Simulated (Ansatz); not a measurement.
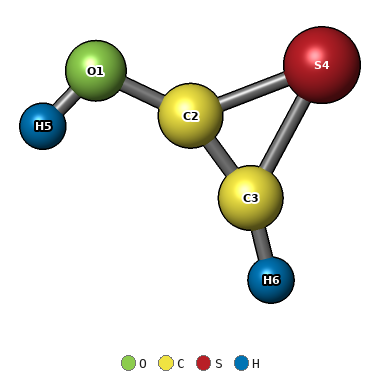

The system is C2H2OS, SMILES OC1=CS1; the picture shows the reference structure. The first coordinate is: bond length O1–C2; the second: dihedral H5–O1–C2–C3. Nothing is relaxed (all other coordinates rigid). The scan uses a 15 × 15 grid; 129 points were computed and 96 follow by symmetry. Points are written as (first, second). All energies are given in kJ/mol relative to the lowest grid point. The restricted reference is unstable at some or all points, so the energies there are unreliable. Theory: RHF-MP2, frozen core/def2-TZVP (Ansatz).

Its coordinates:

```xyz
6

O    -0.5670    0.4893   -1.3617
C    -0.0809   -0.1543   -0.3102
C     0.3646   -0.1764    0.8992
S     0.3046   -1.8614    0.0057
H    -0.6334    1.4313   -1.1360
H     0.6542    0.2074    1.8567
```

Range: bond length O1–C2 from 1.113 to 1.723 Å; dihedral H5–O1–C2–C3 from −180 to 156°.

Question: Predict the map.

Answer: The lowest grid point is at (1.331 Å, −180°). A higher local minimum lies near (1.331 Å, −12°) (4.5 kJ/mol above the lowest at that grid point). The highest grid point, (1.113 Å, −84°), lies 194 kJ/mol above the lowest. Round the minimum the two coordinates are nearly uncoupled.

```tsv
dihedral H5–O1–C2–C3 ↓, bond length O1–C2 →	1.113	1.157	1.200	1.244	1.287	1.331	1.374	1.418	1.461	1.505	1.549	1.592	1.636	1.679	1.723
156	163	93	47	19	5	2	7	18	34	53	75	97	121	145	169
132	172	101	55	26	12	8	13	23	38	57	78	100	124	147	171
108	186	113	66	36	21	16	19	29	44	62	82	104	126	149	172
84	194	121	73	42	26	20	23	32	46	64	84	105	127	150	173
60	190	117	69	38	22	17	20	30	44	62	82	103	126	149	172
36	178	106	59	29	14	10	14	25	39	58	78	100	123	146	169
12	168	97	51	22	8	5	9	20	35	54	75	97	121	144	168
−12	168	97	51	22	8	5	9	20	35	54	75	97	121	144	168
−36	178	106	59	29	14	10	14	25	39	58	78	100	123	146	169
−60	190	117	69	38	22	17	20	30	44	62	82	103	126	149	172
−84	194	121	73	42	26	20	23	32	46	64	84	105	127	150	173
−108	186	113	66	36	21	16	19	29	44	62	82	104	126	149	172
−132	172	101	55	26	12	8	13	23	38	57	78	100	124	147	171
−156	163	93	47	19	5	2	7	18	34	53	75	97	121	145	169
−180	161	91	45	17	3	0	5	17	33	52	74	96	120	144	168
```

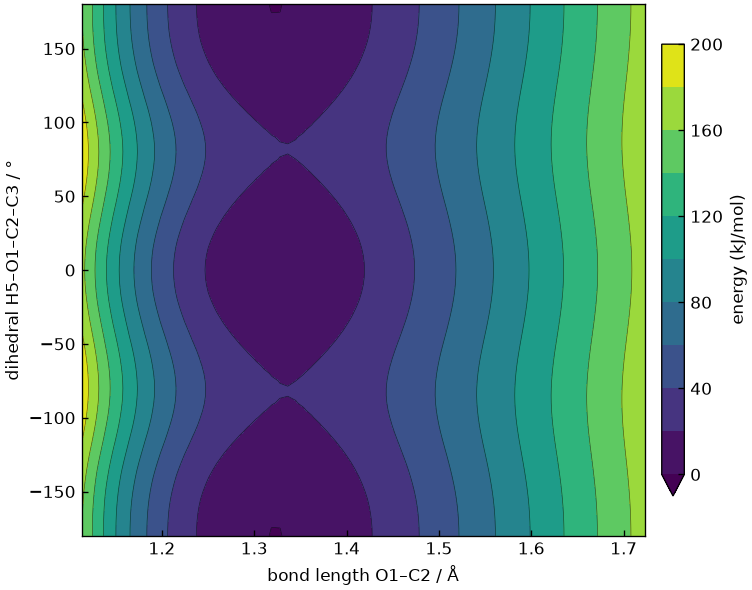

The picture shows filled contours. Between grid points the surface is interpolated.

Each point was launched as `ansatz run input.yaml --threads 1 --pin off --max-ram 2560MiB --backend cpu --events-out ev --progress --plain --runs-dir out`. The whole map (129 points run) took 14 min on 1 thread of Arm Neoverse V2, with other jobs on the host.
